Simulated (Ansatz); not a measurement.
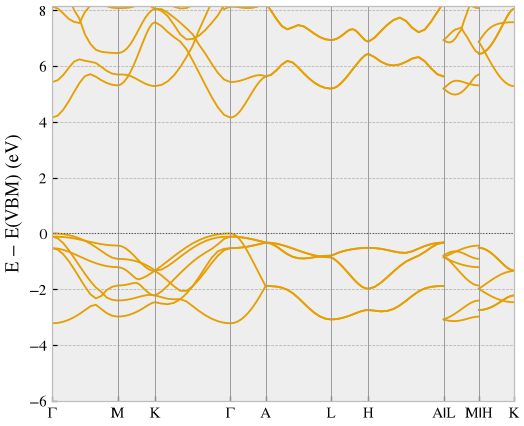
Fig. 1. Band structure from the program Ansatz at the r²SCAN level (PAW)

Task: Read off the gap and where the band edges lie.

Result: About 4.1 eV (4.15 eV by a search for the band edges); maximum at Γ, minimum at Γ.

Task: Which of these materials gives this?
(A) SiC, 4H polytype
(B) MgS, wurtzite
(C) BN, wurtzite

Result: B, MgS, wurtzite

Space group P6_3mc (wurtzite). The first step of the workflow began from a Materials Project structure, measured or hypothetical; the Crystallography Open Database copy checked does not list it. COD files the formula under space group No. 225, so this cell is another polymorph or a model. Its standing as an ambient phase is unchecked. The r²SCAN relaxation kept the symmetry of its start; whether a distortion lowers the energy is not shown.

Potentials: the later of the program's two PAW sets.
